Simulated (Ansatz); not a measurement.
The starting structures come from a database of crystals and need not be the phases stable at ambient conditions.

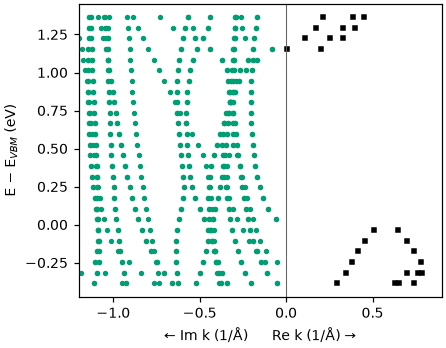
Fig. 1. Complex bands at the centre of the two-dimensional zone; r2SCAN (Ansatz, a quantum-chemistry and plane-wave program)

No gap correction and no spin-orbit coupling; mid-gap values are interpolated between computed energies.

### Question
This is CoAsS (P2_13, not sure to be the ambient phase, 12 atoms a cell, 14.3 Å³ an atom) along the normal of (110). Read off the slowest decay at the centre of the two-dimensional zone at 0.59 eV, the computed energy nearest the middle of the gap.

### Answer
κ ≈ 0.20 1/Å, a decay length 1/(2κ) of the density of 2.5 Å.
